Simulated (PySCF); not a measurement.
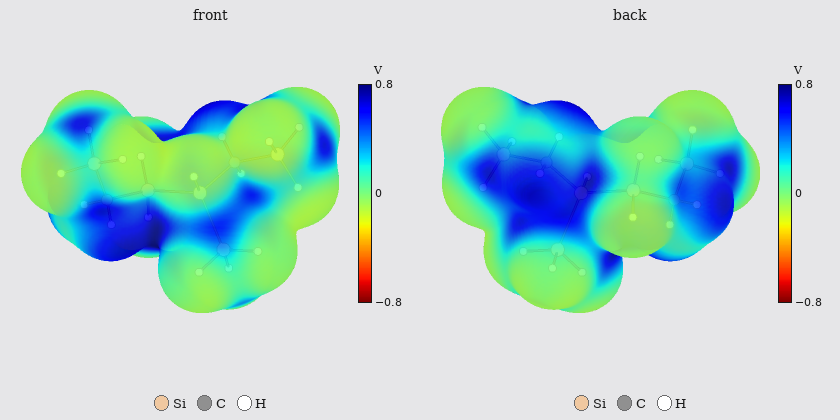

Figure. C2H16Si5. The molecular electrostatic potential painted on the density surface at 0.001 e/bohr³, seen from the front and from behind; the colour scale runs from red (negative) to blue (positive).

Geometry: GFN2-xTB.

All numbers below come from PBE0/pcSseg-1, SCF density, gas phase, non-relativistic (PySCF 2.14.0).

```xyz
23

Si    3.4000    0.2498    1.3679
C     2.9033    0.3311   -0.4606
Si    1.4050   -0.7325   -0.9643
Si   -0.5749    0.1445   -0.1109
Si   -1.5328    1.8446   -1.3691
C    -1.8142   -1.3016    0.1028
Si   -3.4317   -0.9125    1.0151
H     3.6687   -1.1387    1.7496
H     4.6142    1.0410    1.5936
H     2.3217    0.7862    2.2020
H     3.7611    0.0363   -1.0654
H     2.6953    1.3690   -0.7244
H     1.3744   -0.7614   -2.4402
H     1.7124   -2.1202   -0.5769
H    -0.3492    0.6498    1.2650
H    -2.8366    2.3273   -0.9043
H    -0.6647    3.0266   -1.4140
H    -1.7280    1.4406   -2.7669
H    -2.0551   -1.7010   -0.8842
H    -1.3087   -2.1110    0.6324
H    -3.1320   -0.2996    2.3103
H    -4.1905   -2.1476    1.2401
H    -4.2427    0.0061    0.2126
```

### Which sites attract a positive test charge, and which a negative one?

A positive charge is drawn to the negative regions and a negative charge to the positive ones. The most negative region (about −0.1 V) lies over the H atoms, the most positive (about +0.8 V) over the H and Si atoms.
